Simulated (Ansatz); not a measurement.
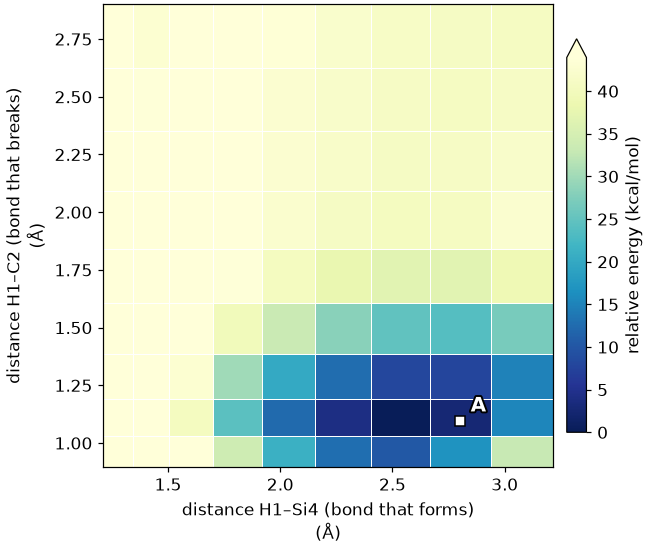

The reacting system C₂H₅Si (fragments C₂H₅Si where the first distance is long, C₂H₄Si + H where the second is long), spin multiplicity 2. 
- First axis: distance H1–Si4 (bond that forms). Second axis: distance H1–C2 (bond that breaks).
- Relaxed at each point: all other coordinates.
- The scan uses a 9 × 9 grid.
- Points are written as (first, second).
- All energies are given in kcal/mol relative to the lowest grid point.
- Energies and slopes of some neighbouring points disagree (a jump in structure or state, or too coarse a mesh).
- Method: Ansatz, UKS r2SCAN-D4/def2-SVP.

Drawn: one coloured cell a grid point, one colour for all values above the top of the scale, the point A.

**Is A at rest? If not, where is it pushed?**

A, at (2.801 Å, 1.097 Å), is not a stationary point. The computed force is 27 kcal/mol for each Å towards smaller values of the first coordinate and 30 kcal/mol for each Å towards larger values of the second coordinate.
